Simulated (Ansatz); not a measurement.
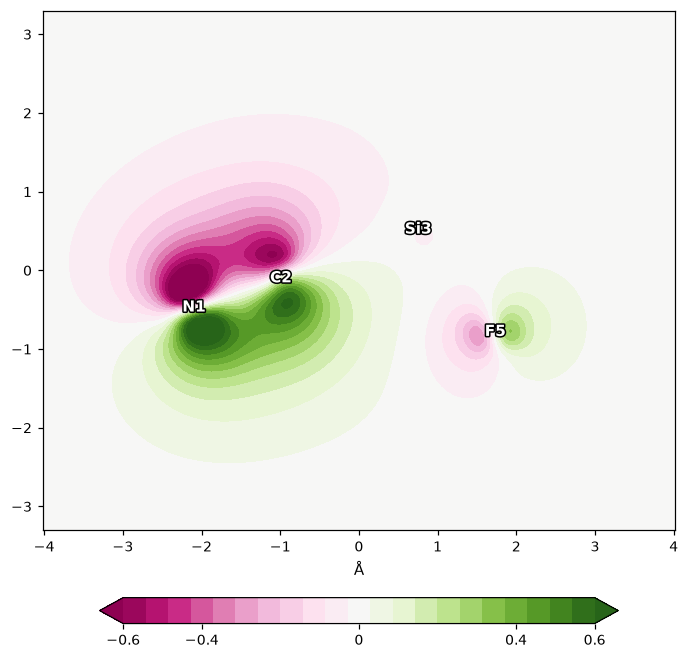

Figure. CHF2NSi. The HOMO−1 on the plane of atoms C2, Si3 and F5 (values in Å⁻³ᐟ²; the overall sign is arbitrary).

The calculation used RKS B3LYP-D4/cc-pVDZ in Ansatz 0.2.0.

```xyz
6

N     0.3674   -2.3292    0.7310
C     0.1963   -1.2337    0.3799
Si   -0.0760    0.5276   -0.1202
F    -1.4298    0.5734   -1.0228
F     1.1834    0.9681   -1.0525
H    -0.1992    1.4298    1.0385
```

Question: Describe this orbital and give its energy.

Answer: By Hirshfeld shares it lies mainly on N1 (about 50 %) and C2 (about 40 %); π-bonding across N1–C2. Its energy is −10.20 eV.
